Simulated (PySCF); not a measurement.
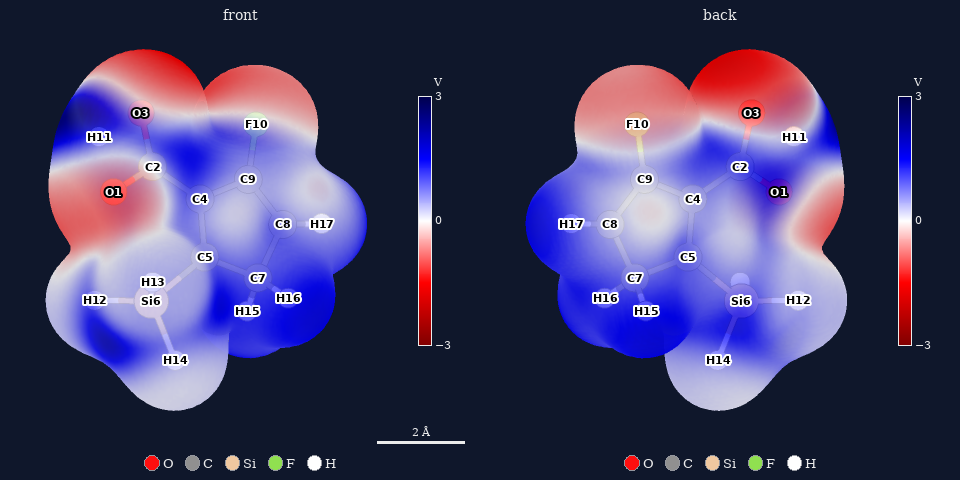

Figure. C6H7FO2Si. The electrostatic potential painted on the density surface at 0.004 e/bohr³, seen from the front and from behind; red is negative and blue positive.

Geometry: GFN2-xTB; at this geometry the atoms fall into two loosely joined parts.

Method: PySCF 2.14.0, PBE0/pcSseg-1, SCF density, gas phase, non-relativistic.

```yaml
atoms:
  - { symbol: O, position_ang: [0.3101, 2.4174, 0.0259] }
  - { symbol: C, position_ang: [1.1768, 1.4799, -0.0745] }
  - { symbol: O, position_ang: [2.3323, 1.9839, -0.1690] }
  - { symbol: C, position_ang: [0.7746, 0.1022, -0.0686] }
  - { symbol: C, position_ang: [-0.5373, -0.2404, 0.0439] }
  - { symbol: Si, position_ang: [-1.9374, 1.0113, 0.2002] }
  - { symbol: C, position_ang: [-0.6297, -1.7273, 0.0189] }
  - { symbol: C, position_ang: [0.7836, -2.1839, -0.1209] }
  - { symbol: C, position_ang: [1.5751, -1.1031, -0.1691] }
  - { symbol: F, position_ang: [2.9031, -1.0987, -0.2907] }
  - { symbol: H, position_ang: [1.4815, 3.0151, -0.0680] }
  - { symbol: H, position_ang: [-2.0267, 1.8094, -1.0154] }
  - { symbol: H, position_ang: [-1.8012, 1.7542, 1.4461] }
  - { symbol: H, position_ang: [-3.1364, 0.1592, 0.2909] }
  - { symbol: H, position_ang: [-1.2571, -2.0642, -0.8093] }
  - { symbol: H, position_ang: [-1.0976, -2.1034, 0.9313] }
  - { symbol: H, position_ang: [1.0864, -3.2116, -0.1718] }
```

### Where is the surface potential most negative and most positive?

The most negative region (about −1.7 V) lies over O3, the most positive (about +2.4 V) over H11. O3 is the likeliest acceptor of a hydrogen bond.
